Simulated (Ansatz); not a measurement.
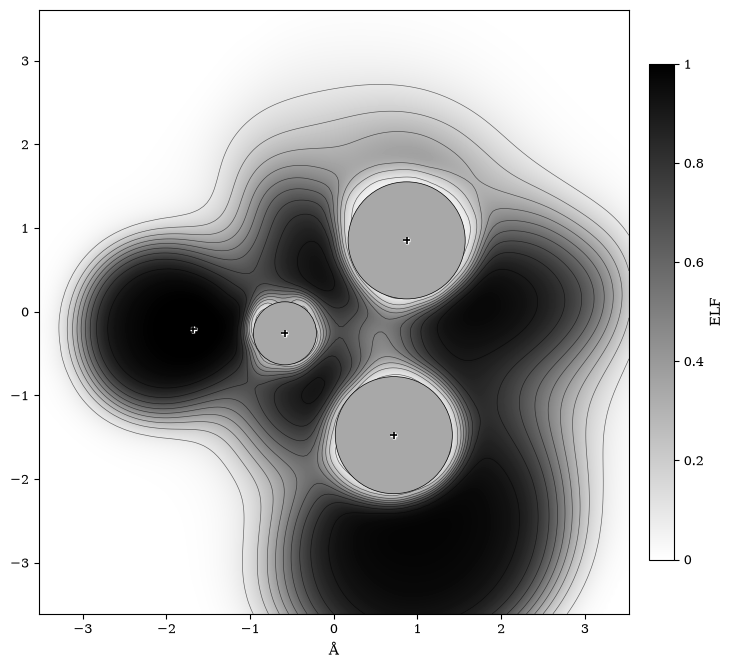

The ELF on a plane through atoms (crosses mark nuclei in the plane; grey discs cover the cores).

The calculation used isolated molecule in a Gaussian basis; Kohn-Sham density functional theory, functional PBE0 (Ansatz).

Candidates:
A. BCuHOSi (SMILES [O-][B]1[SiH+][Cu-]1) (charge −1)
B. CH3Si2 (SMILES C1=[Si-][SiH2]1) (charge −1)
C. ClHSi2 (SMILES [Si]=[SiH]Cl) (triplet)

Q: Which candidate gave the map?

A: Candidate B: CH3Si2 on the plane of atoms C1, Si3 and Si2, which holds C, Si and H. C–Si (1.78 Å): the ELF peaks at about 0.90 between the atoms: a covalent bond. Si–Si (2.33 Å): the ELF peaks at about 0.60 between the atoms.
